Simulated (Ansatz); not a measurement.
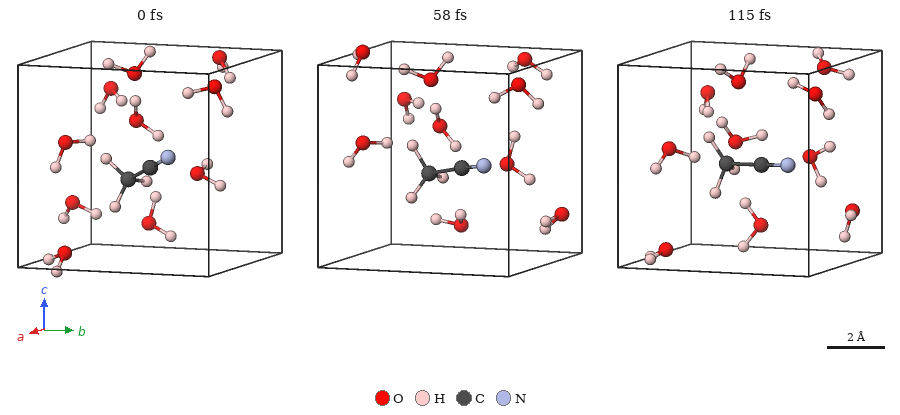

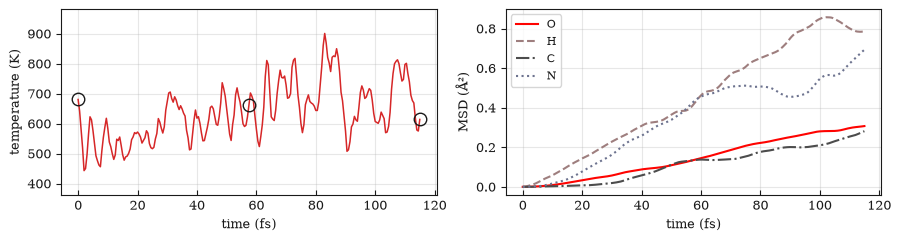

First-principles dynamics of a periodic cell with 10 H2O + 1 CH3CN at 0.949 g/cm³, 115 fs long. Frames and the history of the run. Style: ball-and-stick. Shown: the simulation cell, slightly off an axis. Atoms that leave the cell re-enter on the other side.

Level of theory: DFT PBE-D3(BJ), scalar-relativistic, plane waves, PAW in Ansatz 0.2.0. Set-up: plane-wave cutoff 420 eV; k-point mesh 1 × 1 × 1; Fermi-Dirac smearing 0.05 eV; Langevin thermostat (NVT); set temperature 700 K; time step 0.5 fs; friction 0.02 per fs.

### Describe the run.

Over the second half the temperature averages 690 K (spread ±87 K). The potential energy in the second half lies on average 76.0 meV per atom above the first frame. Root-mean-square distances from the starting positions over the second half, with the common drift of all atoms taken out: H 0.83 Å, N 0.72 Å, O 0.48 Å, C 0.43 Å. The heavy atoms stay within a fraction of a molecule's size of their starting places; so short a run doesn't tell a liquid from a solid.

Limits of the set-up: the periodic images lie only 7.3 Å apart, so the values are limited by the cell's size.

Cost: 9.8 min on 1 thread of Arm Neoverse V1 (shared host), peak memory 0.42 GiB.
